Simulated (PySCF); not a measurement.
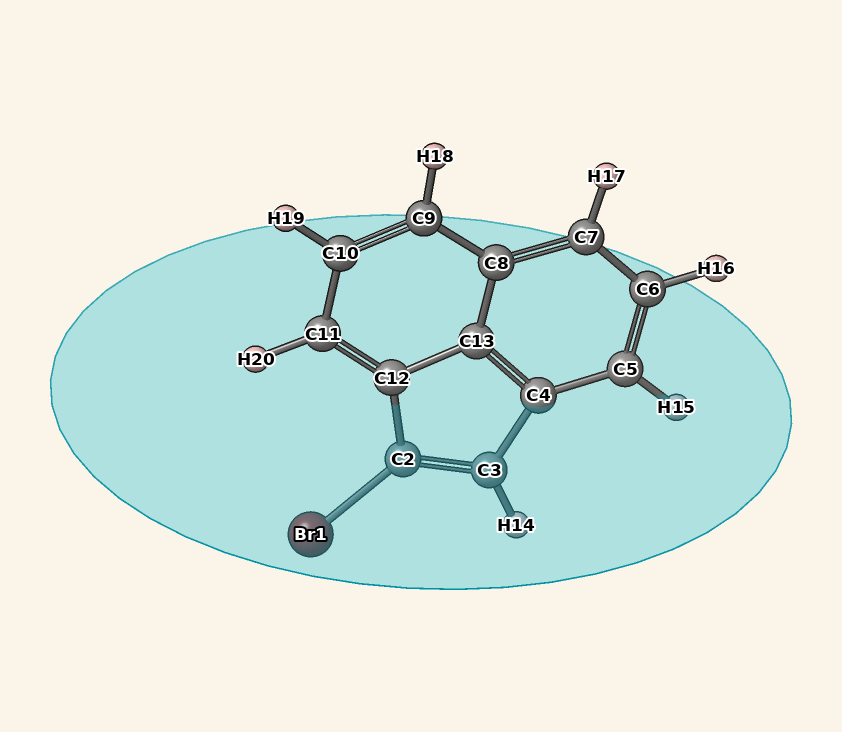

A disc through the centre of mass is drawn in. Atoms fade into the background with distance from the viewer. The geometry was computed by an optimisation with PBE0-D3(BJ)/def2-SVP. No frequency run is at hand to confirm it as a minimum.

### Is the plane of the disc a mirror plane of the structure?

No. The point group is Cs, with 1 mirror plane, and this plane isn't one of its mirror planes.
